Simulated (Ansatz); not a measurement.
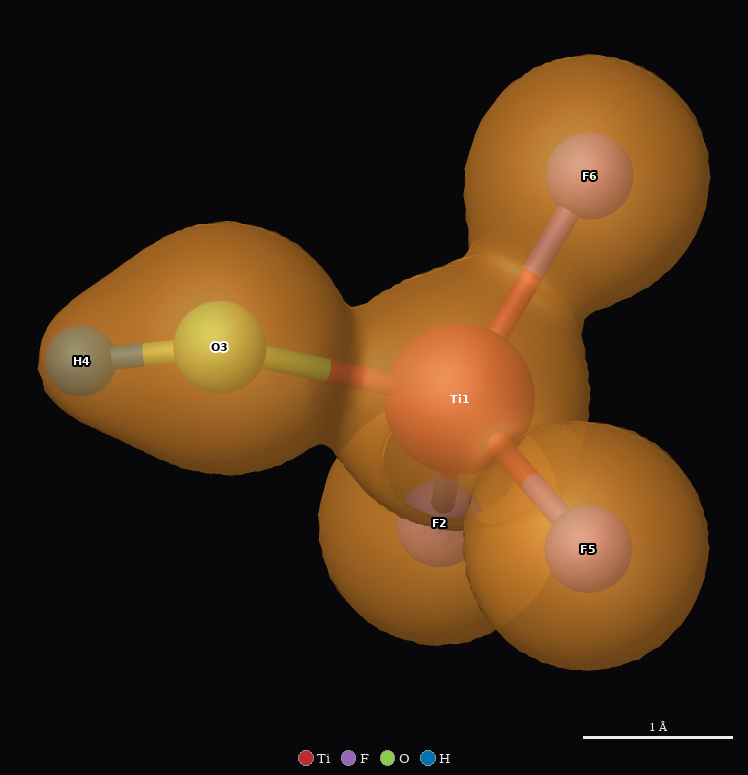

*F$_{3}$HOTi. Isosurface of the electron density at 0.6 e/Å³ (orange), seen at a tilt.*

The reactant side of a reaction path; geometry: PBE0-D4/def2-TZVP.

Level of theory: RKS PBE0-D4/def2-TZVPP (Ansatz).

Input file:

```
crystal:
  periodic: [false, false, false]
  atoms:
    - {symbol: Ti, position_ang: [-0.293739, 0.243669, 0.203816]}
    - {symbol: F, position_ang: [-1.557360, -0.961816, 0.285670]}
    - {symbol: O, position_ang: [1.117950, -0.432596, -0.602120]}
    - {symbol: H, position_ang: [1.471003, -1.218030, -1.020070]}
    - {symbol: F, position_ang: [-0.875079, 1.629579, -0.693995]}
    - {symbol: F, position_ang: [0.137325, 0.739193, 1.826599]}
basis:
  gaussian: {orbitals: def2-TZVPP}
hamiltonian: {xc: pbe0, dispersion: d4}
output: {orbitals: {seedname: orbitals}}
```

Run with:

```sh
ansatz run in.yaml --threads 4 --pin off --events-out ev --progress --plain --max-ram 9574MiB
```

> Which contacts does the surface bridge?

At this value the surface is in one piece. It bridges the sampled Ti–F (1.75 Å), Ti–O (1.76 Å) and O–H (0.96 Å) contacts, where the density stays above the isovalue. On the grid the lowest density along these lines, outside the cores, is 1.1 e/Å³ (Ti–F, 1.75 Å), 1.1 e/Å³ (Ti–O, 1.76 Å) and 2.5 e/Å³ (O–H, 0.96 Å).
